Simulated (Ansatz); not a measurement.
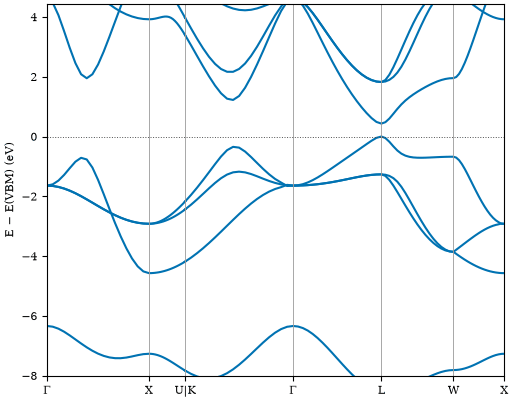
Figure: Band structure from DFT-PBE in the program Ansatz with PAW potentials

**Question.** Read off the gap and where the band edges lie.

**Answer.** About 0.4 eV (0.43 eV by a search for the band edges); maximum at L, minimum at L.

The material is PbSe (rock salt, Fm-3m).

The PBE relaxation kept the symmetry of its start; of distortions, only those at the zone centre were tested. Spin–orbit coupling is left out wherever it is not named.

Potentials: the later of the program's two PAW sets.
